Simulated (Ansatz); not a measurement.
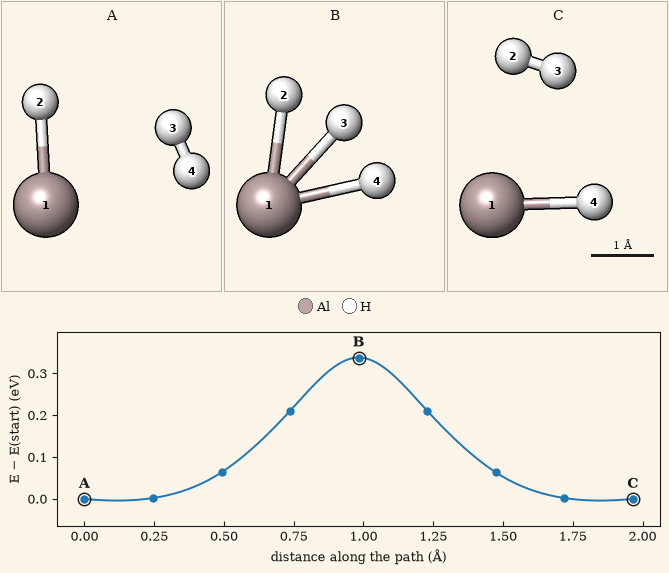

A nudged-elastic-band calculation for AlH3, made up of AlH and H2. Images are numbered from 0 (start) to 8 (end). Frames A to C are images 0, 4, 8. A ball-and-stick model, seen face on.

These are results of Ansatz, RKS PBE0-D4/def2-SVP, not measurements. Set-up: 7 movable images; climbing image.

**What happens along the path, and what is the barrier?**

Breaking: Al1–H2 (1.66 → 1.80 at the top → 2.44 Å), H3–H4 (0.76 → 1.08 at the top → 2.20 Å). Forming: Al1–H4 (2.44 → 1.80 at the top → 1.67 Å), H2–H3 (2.20 → 1.08 at the top → 0.76 Å). The two ends have the same energy, and the highest point, image 4, lies 0.34 eV above the start. The band converged in 6 iterations. The largest component of the band force went from 2.4 to 0.022 eV/Å. The climbing image converged on the top of the path. Its curvatures weren't checked. The largest force component is 0.35 eV/Å at the start and 0.43 eV/Å at the end; an end with forces this large is no minimum, and the barrier measured from it can be far off.

Limits of the set-up: the start holds two separate molecules, 2.2 Å apart at their closest, whose relative position is a soft coordinate.

Cost: 13 s on 2 threads of Arm Neoverse V2, on a shared host.
